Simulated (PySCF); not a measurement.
## Electronic structure of C3H7F2Si (SMILES C[C@H](F)C[SiH]F) (doublet) in real space

The calculation's input:

```
{"job": {"kind": "epr", "basis": "pcH-1"}, "charge": 0, "multiplicity": 2}
C     -1.416955     0.404946    -0.295265
C     -0.410358    -0.730813    -0.283884
F     -1.091511    -1.912396    -0.005948
C      0.689896    -0.565575     0.758907
Si     1.985914     0.730732     0.268099
F      1.237999     2.175195     0.166816
H     -1.849542     0.525243     0.695354
H     -2.216772     0.182592    -0.997539
H     -0.936010     1.332300    -0.587153
H      0.018553    -0.885100    -1.283195
H      0.229030    -0.324110     1.718933
H      1.180006    -1.532962     0.880821
H      2.575361     0.600435    -1.053673
```

Command:

```sh
OMP_NUM_THREADS=1 python probes_run.py task.json out
```

Geometry: GFN2-xTB.

The calculation used UKS B3LYP, pcH-1 on C F H Si, non-relativistic, mean-field spin-orbit, GIAO (PySCF 2.14.0, density-fitted response routines).

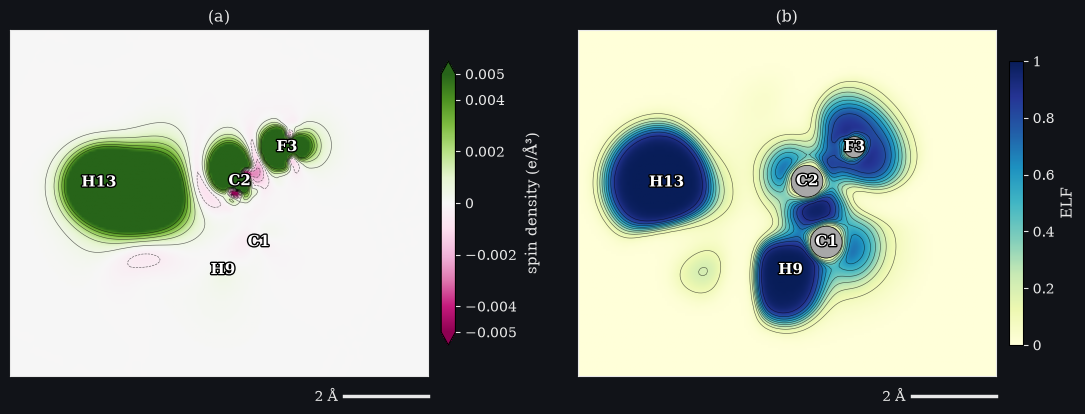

Figure 1. (a) spin density (α minus β); (b) electron localisation function on the plane of atoms C2, C1 and H9. Grey discs cover the atomic cores in the ELF map.

**What do the fields say about this system?**

Atoms in the plane: C, F and H. C–F (1.39 Å): the ELF peaks at about 0.85 between the atoms (a polar covalent bond). C–C (1.52 Å): the ELF peaks at about 0.95 between the atoms (a covalent bond). C–H (1.08 Å): the ELF climbs to about 1 towards the hydrogen, as it does in any bond to H; a covalent bond by its length. The ELF also peaks beside F3, away from the bonds: non-bonding electrons, paired or unpaired. The unpaired spin (1 electron) lies mostly on Si5 (about 0.8), in electrons by Hirshfeld's partition.

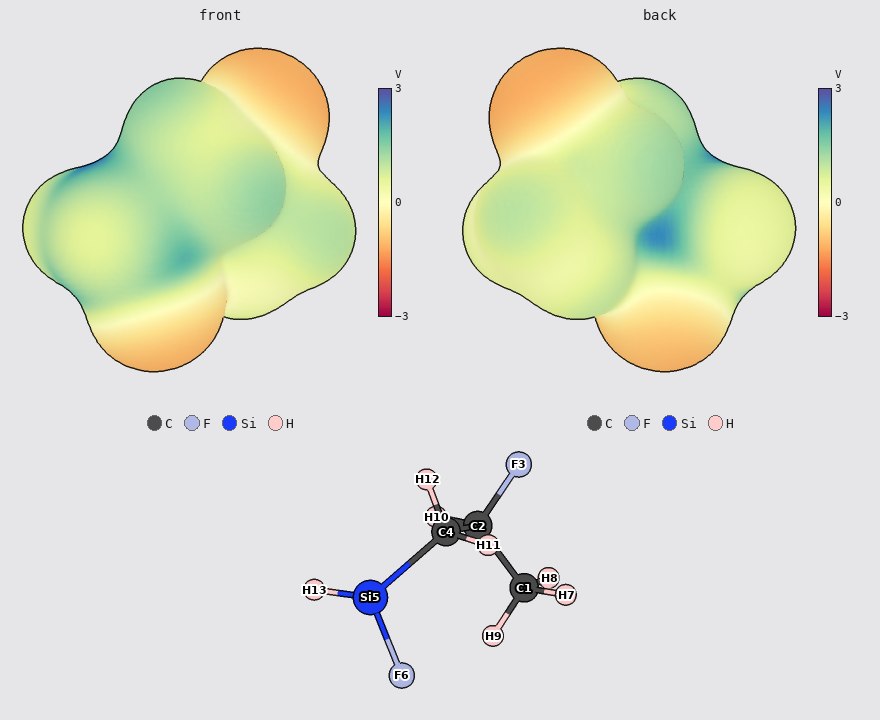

Figure 2. The molecular electrostatic potential painted on the density surface at 0.004 e/bohr³, seen from the front and from behind; the colour scale runs from red (negative) to blue (positive). The bare structure is drawn below in the same view.

**Describe the electrostatic potential map.**

The most negative region (about −1.2 V, or −28 kcal/mol for a unit charge) lies over F3, the most positive (about +2.4 V, or +55 kcal/mol for a unit charge) over Si5.
